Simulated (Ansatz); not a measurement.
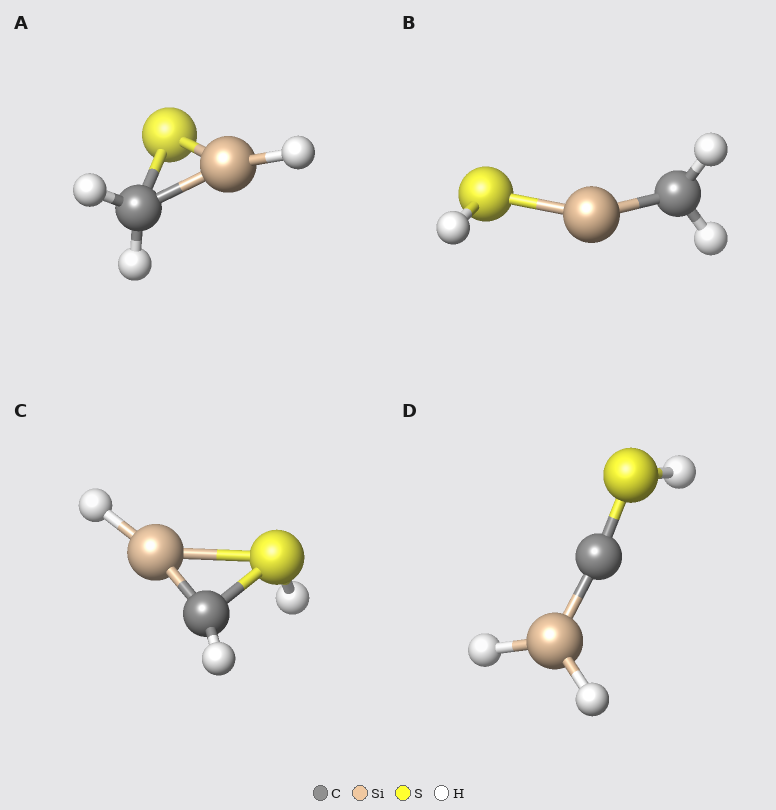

4 stationary structures of one formula. Charge +1, singlet. Geometries: PBE0-D4/def2-TZVP. Electronic energies: RHF-CCSD(T) (frozen core)/def2-TZVPP (Ansatz 0.2.0), without zero-point energy. No frequency run is at hand to confirm each as a minimum.

Which is lowest in energy, and by how much?

A is lowest (Cs); B lies 46.0 kJ/mol above it (Cs), D lies 136.8 kJ/mol above it, C lies 141.7 kJ/mol above it (C1).
